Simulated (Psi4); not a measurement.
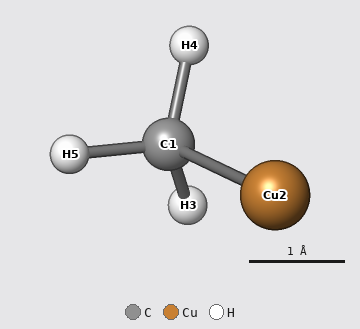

**Figure 1.** The structure (ball-and-stick view, seen at a tilt; atoms are numbered from 1 in the order of the input). Sticks mark near contacts. Bond lengths as drawn: C–Cu 1.90 Å and C–H 1.09 Å.

**Run report: CH₃Cu, single-point calculation**

The run: single-point calculation of CH₃Cu, SMILES [CH3][Cu]. Method and program: OLCCD/3-21G, RHF (Psi4 1.11).

The run did not end well. The geometry comes from this level: PBE0-D4/def2-TZVP.

## The input (calc.py)
```python
import psi4

psi4.set_memory('1600 MB')
psi4.set_num_threads(1)
psi4.core.set_output_file('psi4.out', False)

with open('ch3cu.xyz') as f:
    atoms = ''.join(f.readlines()[2:])
m = psi4.geometry('0 1\n' + atoms + 'symmetry c1')

options = {'basis': '3-21G', 'reference': 'rhf', 'scf_type': 'df', 'freeze_core': True, 'cc_type': 'df', 'diis': False, 'scf_initial_accelerator': 'none', 'guess': 'core', 'maxiter': 100}
psi4.set_options(options)

E = psi4.energy('olccd')
print(f'total energy {E:.8f} hartree = {E * 27.211386:.5f} eV')
for k, v in sorted(psi4.core.scalar_variables().items()):
    print(f'{k:45s} {v:18.10f}')
```

## File ch3cu.xyz
```
5
CH3Cu
C     -0.150500    -0.011200    -0.063800
Cu     1.645400    -0.050900     0.557400
H     -0.698700    -0.835400     0.396000
H     -0.148200    -0.119400    -1.149800
H     -0.598100     0.943200     0.218900
```

Machine: 1 thread of Intel Xeon (Granite Rapids), 12 GiB of memory available, shared host.

Command:
```bash
python calc.py
```

## The program's output
```
For method 'OLCCD', SCF Algorithm Type (re)set to DISK_DF.

   => Loading Basis Set <=

    Name: 3-21G
    Role: ORBITAL
    Keyword: BASIS

         ---------------------------------------------------------
                                   SCF
                              RHF Reference
                        1 Threads,   1525 MiB Core
         ---------------------------------------------------------

  ==> Geometry <==

    Molecular point group: c1
    Full point group: C1

    Geometry (in Angstrom), charge = 0, multiplicity = 1:

       Center              X                  Y                   Z               Mass
    ------------   -----------------  -----------------  -----------------  -----------------
         C           -1.436941307487     0.031764403753    -0.497038497715    12.000000000000
         CU           0.358958692513    -0.007935596247     0.124161502285    62.929597720000
         H           -1.985141307487    -0.792435596247    -0.037238497715     1.007825032230
         H           -1.434641307487    -0.076435596247    -1.583038497715     1.007825032230
         H           -1.884541307487     0.986164403753    -0.214338497715     1.007825032230

  Running in c1 symmetry.

  Rotational constants: A =      5.21897  B =      0.34376  C =      0.34376 [cm^-1]
  Rotational constants: A = 156460.65691  B =  10305.61179  C =  10305.56666 [MHz]
  Nuclear repulsion =   76.642778435516746

  Charge       = 0
  Multiplicity = 1
  Electrons    = 38
  Nalpha       = 19
  Nbeta        = 19

  ==> Algorithm <==

  SCF Algorithm Type is DISK_DF.
  DIIS disabled.
  MOM disabled.
  Fractional occupation disabled.
  Guess Type is CORE.
  Energy threshold   = 1.00e-08
  Density threshold  = 1.00e-08
  Integral threshold = 1.00e-12

  ==> Primary Basis <==

  Basis Set: 3-21G
    Blend: 3-21G
    Number of shells: 22
    Number of basis functions: 44
    Number of Cartesian functions: 44
    Spherical Harmonics?: false
    Max angular momentum: 2

   => Loading Basis Set <=

    Name: (3-21G AUX)
    Role: JKFIT
    Keyword: DF_BASIS_SCF

  ==> Integral Setup <==

  ==> DiskDFJK: Density-Fitted J/K Matrices <==

    J tasked:                  Yes
    K tasked:                  Yes
    wK tasked:                  No
    Integrals threads:           1
    Memory [MiB]:             1144
    Algorithm:                Core
    Integral Cache:           SAVE
    Schwarz Cutoff:          1E-12
    Fitting Condition:       1E-10

   => Auxiliary Basis Set <=

  Basis Set: (3-21G AUX)
    Blend: DEF2-UNIVERSAL-JKFIT
    Number of shells: 101
    Number of basis functions: 526
    Number of Cartesian functions: 526
    Spherical Harmonics?: false
    Max angular momentum: 6

  Minimum eigenvalue in the overlap matrix is 6.1898948982E-03.
  Reciprocal condition number of the overlap matrix is 1.5213625026E-03.
    Using symmetric orthogonalization.

  ==> Pre-Iterations <==

  SCF Guess: Core (One-Electron) Hamiltonian.

   -------------------------------------------------------
    Irrep   Nso     Nmo     Nalpha   Nbeta   Ndocc  Nsocc
   -------------------------------------------------------
     A         44      44      19      19      19       0
   -------------------------------------------------------
    Total      44      44      19      19      19       0
   -------------------------------------------------------

  ==> Iterations <==

                           Total Energy        Delta E     RMS |[F,P]|

   @DF-RHF iter   1: -1595.70654065925260   -1.59571e+03   2.88426e-01
   @DF-RHF iter   2: -1490.91487274120345    1.04792e+02   1.57343e-01
   @DF-RHF iter   3: -1602.31739387418838   -1.11403e+02   2.22725e-01
   @DF-RHF iter   4: -1489.31211123607181    1.13005e+02   1.53586e-01
   @DF-RHF iter   5: -1559.04106759627120   -6.97290e+01   1.71374e-01
   @DF-RHF iter   6: -1474.17395242765770    8.48671e+01   1.41876e-01
   @DF-RHF iter   7: -1559.03979302162452   -8.48658e+01   1.71350e-01
   @DF-RHF iter   8: -1474.17525178187611    8.48645e+01   1.41877e-01
   @DF-RHF iter   9: -1559.03978740462458   -8.48645e+01   1.71350e-01
   @DF-RHF iter  10: -1474.17525135441406    8.48645e+01   1.41877e-01
[... 80 lines of further cycles ...]
   @DF-RHF iter  91: -1559.03978738369574   -8.48645e+01   1.71350e-01
   @DF-RHF iter  92: -1474.17525135277924    8.48645e+01   1.41877e-01
   @DF-RHF iter  93: -1559.03978738369460   -8.48645e+01   1.71350e-01
   @DF-RHF iter  94: -1474.17525135278061    8.48645e+01   1.41877e-01
   @DF-RHF iter  95: -1559.03978738369506   -8.48645e+01   1.71350e-01
   @DF-RHF iter  96: -1474.17525135277810    8.48645e+01   1.41877e-01
   @DF-RHF iter  97: -1559.03978738369619   -8.48645e+01   1.71350e-01
   @DF-RHF iter  98: -1474.17525135277742    8.48645e+01   1.41877e-01
   @DF-RHF iter  99: -1559.03978738369597   -8.48645e+01   1.71350e-01
   @DF-RHF iter 100: -1474.17525135277810    8.48645e+01   1.41877e-01

PsiException: Could not converge SCF iterations in 100 iterations.

  Failed to converge.
```

## Standard output
```
Traceback (most recent call last):
  [frames left out]
psi4.driver.p4util.exceptions.SCFConvergenceError: Could not converge SCF iterations in 100 iterations.
```

## Outcome

| quantity | value |
| --- | --- |
| outcome | not converged |
| wall time | 2.4 s |
| peak memory | 0.17 GiB |

## Diagnosis

Some settings of this run were drawn to be unusual or wrong (diis set to false; scf_initial_accelerator set to none; guess set to core; maxiter set to 100). The run did not converge: “psi4.driver.p4util.exceptions.SCFConvergenceError: Could not converge SCF iterations in 100 iterations.” Its last values are not results.
